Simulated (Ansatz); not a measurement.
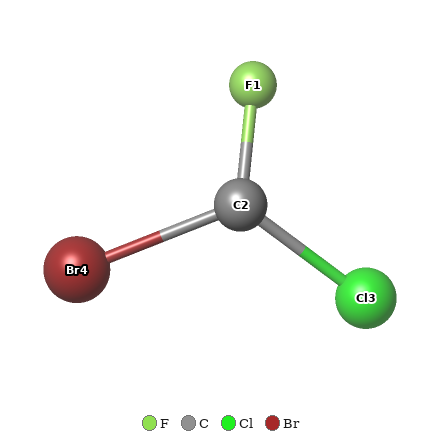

The system is CBrClF, SMILES F[C](Cl)Br, spin multiplicity 2; the picture shows the reference structure. Coordinates scanned: (1) bond length F1–C2; (2) bond length C2–Br4. Nothing is relaxed (all other coordinates rigid). The grid has 7 × 7 points. Points are written as (first, second). All energies are given in eV relative to the lowest grid point. Method: UHF-MP2, frozen core/def2-TZVP in Ansatz.

Its coordinates:

```xyz
4

F     1.2745   -0.0302    0.5598
C    -0.0131    0.1072    0.2721
Cl   -0.8770   -1.3650    0.3428
Br   -0.3288    1.2278   -1.1950
```

Range: bond length F1–C2 from 1.167 to 1.658 Å; bond length C2–Br4 from 1.573 to 2.435 Å.

What landscape does the calculation give?

The lowest grid point is at (1.331 Å, 1.860 Å). It is the only kind of minimum in the scanned range. The highest grid point, (1.658 Å, 2.435 Å), lies 3.08 eV above the lowest. Round the minimum the two coordinates are weakly coupled (coupling 0.14 in units of the two stiffnesses).

```csv
"bond length C2–Br4 ↓, bond length F1–C2 →",1.167,1.249,1.331,1.413,1.495,1.576,1.658
2.435,1.93,1.57,1.60,1.86,2.22,2.64,3.08
2.291,1.49,1.07,1.06,1.29,1.65,2.06,2.50
2.148,1.03,0.54,0.47,0.66,0.98,1.37,1.79
2.004,0.77,0.23,0.13,0.29,0.59,0.96,1.37
1.860,0.74,0.15,0.00,0.12,0.39,0.74,1.13
1.717,1.18,0.51,0.31,0.38,0.62,0.94,1.30
1.573,2.56,1.80,1.52,1.54,1.72,1.99,2.31
```

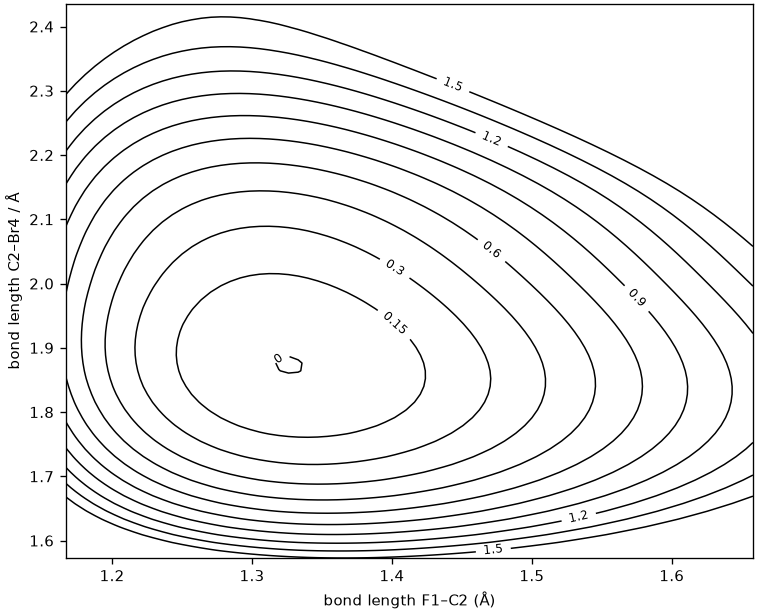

The picture shows contour lines labelled in eV (none above 1.5). Between grid points the surface is interpolated.

The whole map (49 points run) took 39 min on 1 thread of Arm Neoverse N1 (shared host).
